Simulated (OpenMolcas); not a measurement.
# How methods differ on C2H3Ge (SMILES [C]#[C][GeH3])

The species is C2H3Ge (6 atoms), meant as a doublet with charge 0. As SMILES, `[C]#[C][GeH3]`. Geometry: relaxed at PBE0-D4/def2-TZVP.

Each level gives the electronic atomisation energy (eV). The values are calculated. Electronic energies at fixed atoms, without zero-point motion or spin-orbit coupling.

```json
{"level": "USVWN5/def2-SVPD", "kind": "LDA", "program": "OpenMolcas", "value (eV)": "22.78", "CPU time (all runs)": "40 s"}
{"level": "UBLYP/def2-SVPD", "kind": "GGA", "program": "OpenMolcas", "value (eV)": "19.42", "CPU time (all runs)": "59 s"}
{"level": "UPBE/def2-SVPD", "kind": "GGA", "program": "OpenMolcas", "value (eV)": "20.11", "CPU time (all runs)": "56 s"}
{"level": "U-r2SCAN/def2-SVPD", "kind": "meta-GGA", "program": "OpenMolcas", "value (eV)": "19.85", "CPU time (all runs)": "86 s"}
{"level": "UM06-L/def2-SVPD", "kind": "meta-GGA", "program": "OpenMolcas", "value (eV)": "19.51", "CPU time (all runs)": "2.1 min"}
{"level": "UTPSS/def2-SVPD", "kind": "meta-GGA", "program": "OpenMolcas", "value (eV)": "20.00", "CPU time (all runs)": "74 s"}
{"level": "UM06-2X/def2-SVPD", "kind": "hybrid meta-GGA", "program": "OpenMolcas", "value (eV)": "19.57", "CPU time (all runs)": "69 s"}
{"level": "UPBE0/def2-SVPD", "kind": "global hybrid", "program": "OpenMolcas", "value (eV)": "19.69", "CPU time (all runs)": "54 s"}
```

All-electron rows without a relativistic Hamiltonian named are non-relativistic. The values span 19.42 to 22.78 eV. CPU times are rough (shared hosts, several kinds of processor and program).

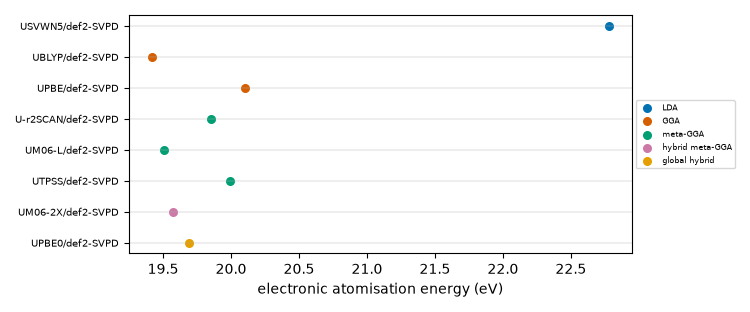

The values of the table, level by level.
